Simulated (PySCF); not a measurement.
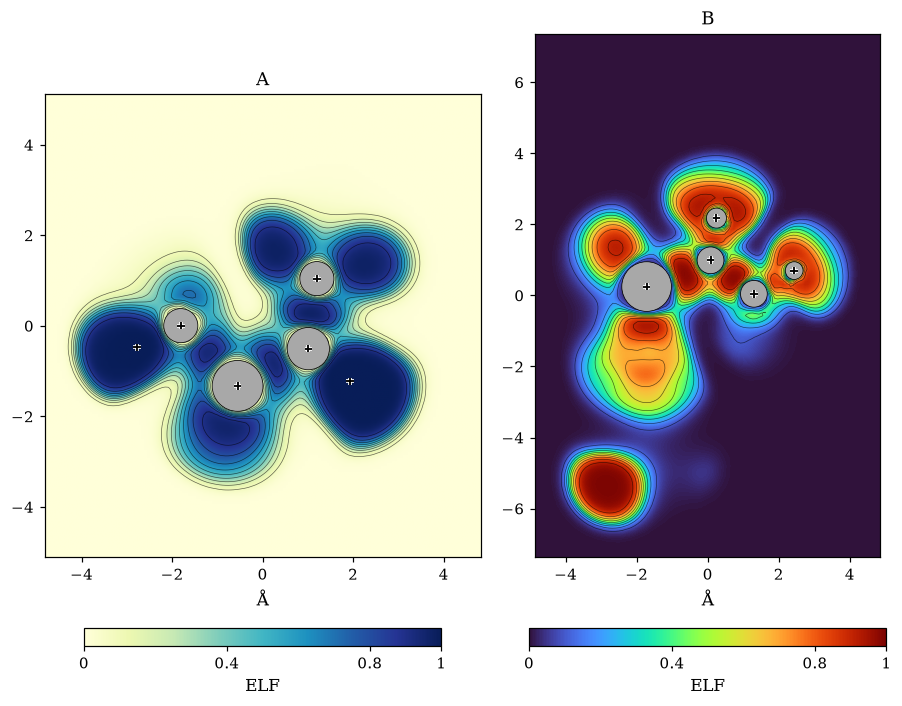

The electron localisation function of 2 systems, each on a plane through atoms (crosses mark nuclei in the plane; grey discs cover the cores).

These are results of CAM-B3LYP/def2-SVPD, SCF density, gas phase in PySCF, not measurements.

System 1: C₄H₅F₃GeOSi (SMILES O=C([SiH2]C#[C][GeH3])C(F)(F)F), the plane of atoms Si3, C2 and C7. Geometry: PBE0-D3(BJ)/def2-SVP.

| atom | x (Å) | y (Å) | z (Å) |
| --- | --- | --- | --- |
| O | -3.2774 | -1.4217 | 0.2930 |
| C | -2.2951 | -0.7987 | -0.0064 |
| Si | -0.7068 | -1.7202 | -0.6483 |
| C | 0.7924 | -0.6948 | -0.4940 |
| C | 1.7858 | 0.0102 | -0.3758 |
| Ge | 3.3336 | 1.1090 | -0.1883 |
| C | -2.3201 | 0.7430 | 0.0540 |
| F | -1.4560 | 1.1692 | 0.9729 |
| F | -3.5204 | 1.2099 | 0.3438 |
| F | -1.9407 | 1.2257 | -1.1315 |
| H | -0.9840 | -2.0443 | -2.0761 |
| H | -0.6026 | -2.9585 | 0.1669 |
| H | 4.1126 | 0.6355 | 1.0462 |
| H | 4.1865 | 0.9557 | -1.4546 |
| H | 2.8764 | 2.5627 | -0.0149 |

System 2: C₂H₉BSSi (SMILES CSBC[SiH3]), the plane of atoms S2, B3 and H9. Geometry: GFN2-xTB.

```yaml
atoms:
  - { symbol: C, position_ang: [2.2081, 0.0640, 0.2659] }
  - { symbol: S, position_ang: [1.4357, -1.5827, 0.4616] }
  - { symbol: B, position_ang: [-0.1664, -1.4439, -0.2680] }
  - { symbol: C, position_ang: [-0.7577, -0.1325, -0.8695] }
  - { symbol: Si, position_ang: [-1.7063, 0.8572, 0.4658] }
  - { symbol: H, position_ang: [3.1414, 0.0394, 0.8181] }
  - { symbol: H, position_ang: [1.5539, 0.8279, 0.6715] }
  - { symbol: H, position_ang: [2.4076, 0.2479, -0.7852] }
  - { symbol: H, position_ang: [-0.7964, -2.4300, -0.2212] }
  - { symbol: H, position_ang: [-0.0120, 0.5353, -1.3034] }
  - { symbol: H, position_ang: [-1.4776, -0.3574, -1.6578] }
  - { symbol: H, position_ang: [-2.7280, 0.0216, 1.0943] }
  - { symbol: H, position_ang: [-2.3227, 2.0124, -0.1915] }
  - { symbol: H, position_ang: [-0.7805, 1.3404, 1.4973] }
```

Question: Match each panel to its system.

Answer: Panel A is system 2, C₂H₉BSSi: the plane holds C, S, B and H. C–B (1.56 Å): the ELF peaks at about 0.95 between the atoms: a covalent bond. Panel B is system 1, C₄H₅F₃GeOSi: the plane holds O, C, Si and F. C–O (1.20 Å): the ELF peaks at about 0.85 between the atoms: a short, multiple covalent bond.
